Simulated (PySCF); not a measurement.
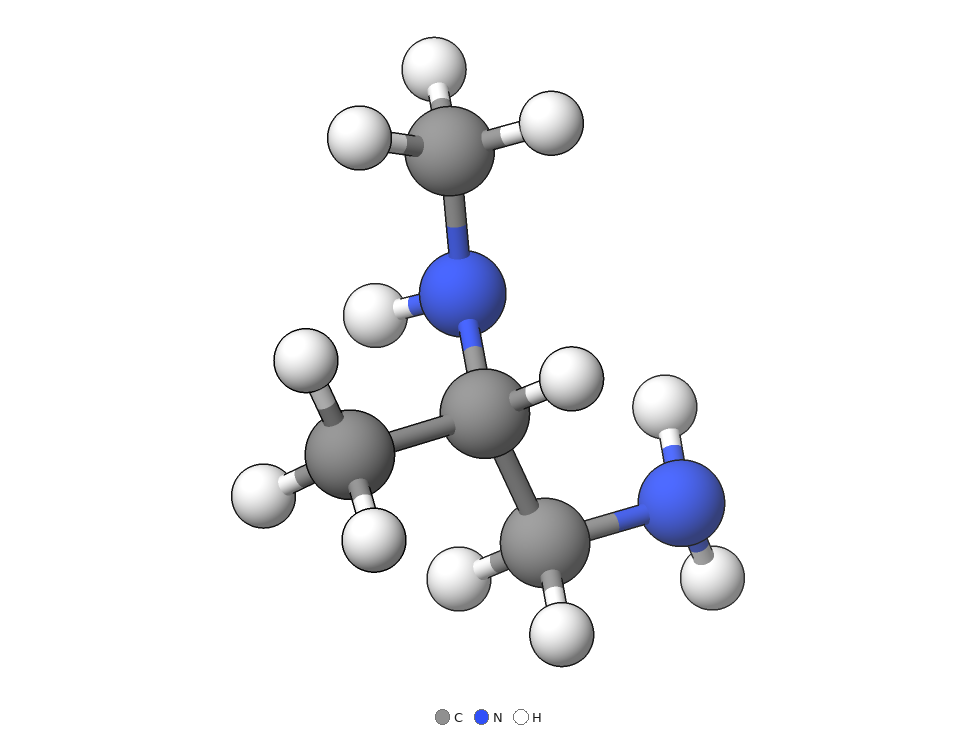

The picture shows a molecular structure as a ball-and-stick model.

Give the formula.

C₄H₁₂N₂, 18 atoms: 4 carbon, 12 hydrogen and 2 nitrogen.

Describe its rings.

It has no ring.

The parts below concern this one geometry. Atoms keep their numbers from picture to picture. The computed structure is the end point of a PBE0-D3(BJ)/def2-SVP optimisation. No frequency run is at hand to confirm it as a minimum.

## Geometry

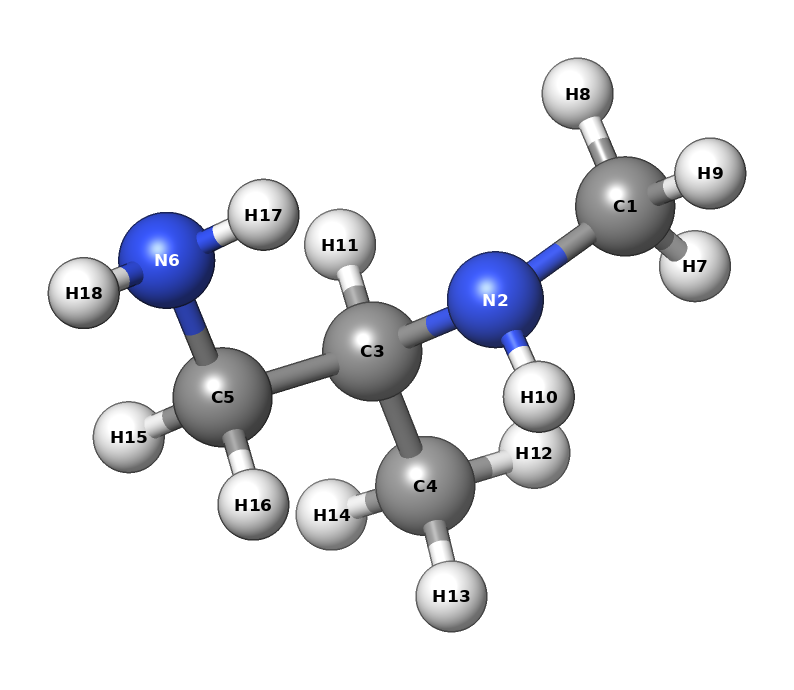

Numbered structure. No frequency run is at hand to confirm it as a minimum.

List the bonds and their lengths. Leave out bonds to hydrogen.

```tsv
bond	length (Å)	order
C1–N2	1.442	single
N2–C3	1.455	single
C3–C4	1.526	single
C3–C5	1.525	single
C5–N6	1.444	single
```

## Levels of theory compared

No frequency run is at hand to confirm it as a minimum. Program: PySCF 2.14.0.

At this fixed geometry, give HOMO–LUMO gap (eV), dipole (D) at these levels: B3LYP/def2-SVPD; B3LYP/pcJ-1; CAM-B3LYP/pcSseg-1; PBE0/pcSseg-1.

| level | HOMO–LUMO gap (eV) | dipole (D) |
| --- | --- | --- |
| B3LYP/def2-SVPD | 6.56 | 1.76 |
| B3LYP/pcJ-1 | 7.14 | 1.79 |
| CAM-B3LYP/pcSseg-1 | 9.94 | 1.84 |
| PBE0/pcSseg-1 | 7.68 | 1.82 |

## Quadrupole coupling

No frequency run is at hand to confirm it as a minimum. Electric field gradients from the ground-state density, B3LYP/pcJ-1 (PySCF 2.14.0), non-relativistic apart from any core potentials.

Give the largest field-gradient component, the quadrupole coupling constant and the asymmetry for 14N at N2 (Q = 20.44 mb), 14N at N6 (Q = 20.44 mb), 2H at H7 (Q = 2.86 mb), 2H at H8 (Q = 2.86 mb).

```tsv
atom	V_zz (a.u.)	e²qQ/h (MHz)	η
N2	−1.253	−6.02	0.06
N6	−1.129	−5.42	0.17
H7	0.263	0.176	0.07
H8	0.276	0.185	0.06
```

## Excitation

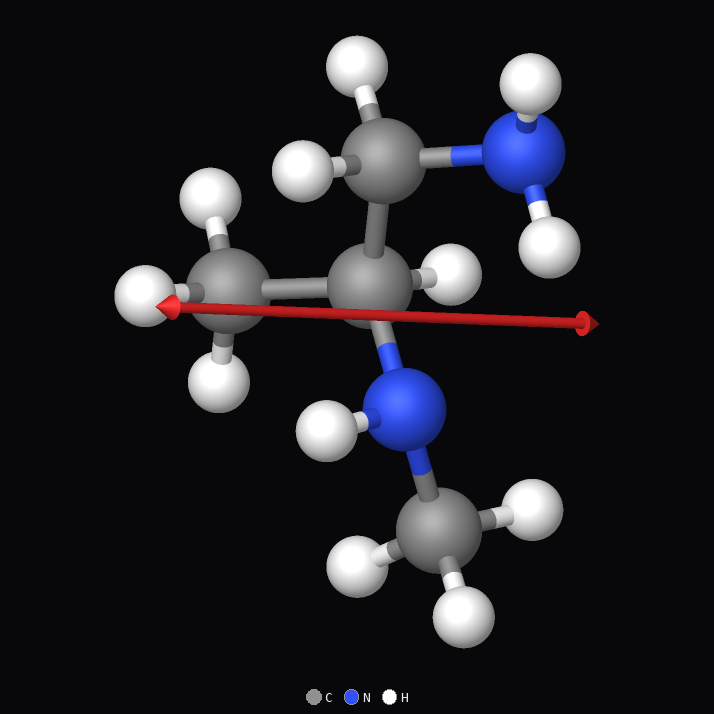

The double arrow shows the direction of the transition dipole to excited singlet state 8 (its length means nothing). No frequency run is at hand to confirm it as a minimum. Method: TDDFT B3LYP/def2-SVPD, vertical, gas phase, core orbitals frozen in the response (PySCF 2.14.0).

Where does the transition lie, and how strong is it?

7.02 eV (177 nm), oscillator strength 0.028, mainly HOMO−1 → LUMO+3 (weight 0.93); transition dipole 1.02 D.

## Polarisability

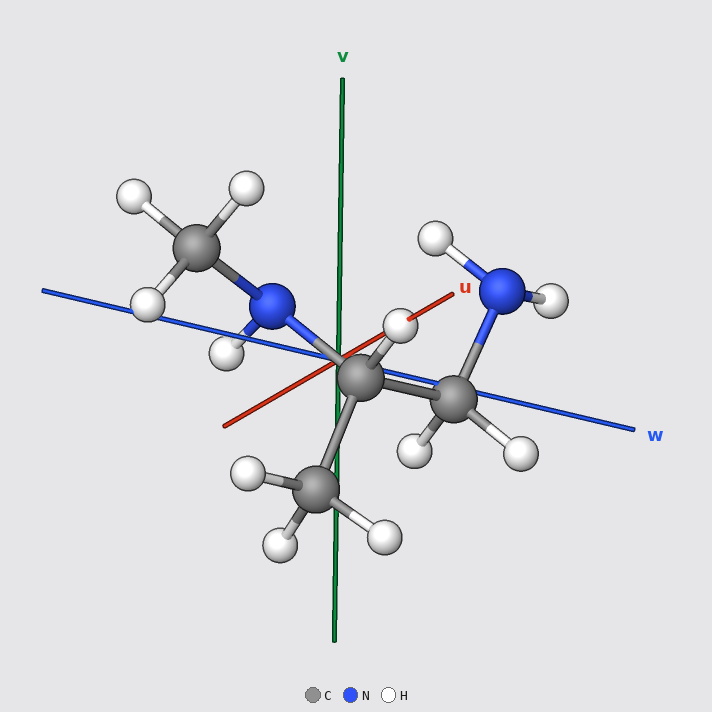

The lines u, v and w are the principal axes of the static dipole polarisability. No frequency run is at hand to confirm it as a minimum. Method: B3LYP/def2-SVPD (PySCF 2.14.0).

Along which axis is the molecule most polarisable, and along which least?

Most along w, least along u.

Give the three principal values.

u 62.3, v 72.3, w 76.8 bohr³; mean 70.5, anisotropy 12.8 bohr³.
